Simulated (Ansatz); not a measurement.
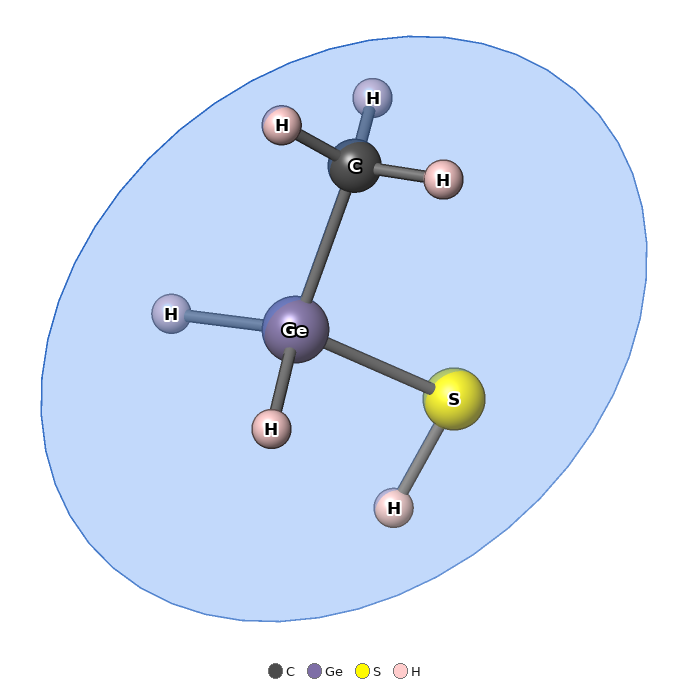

All proper rotation axes (lines) and mirror planes (discs) of the structure are drawn in. Distant atoms are faded towards the background colour. Computed geometry: PBE0-D4/def2-TZVP optimisation.

Q: Name the symmetry elements and the point group.

A: It has 1 mirror plane. Point group Cs. The group has 2 operations. The geometry is achiral, and symmetry allows a dipole moment.
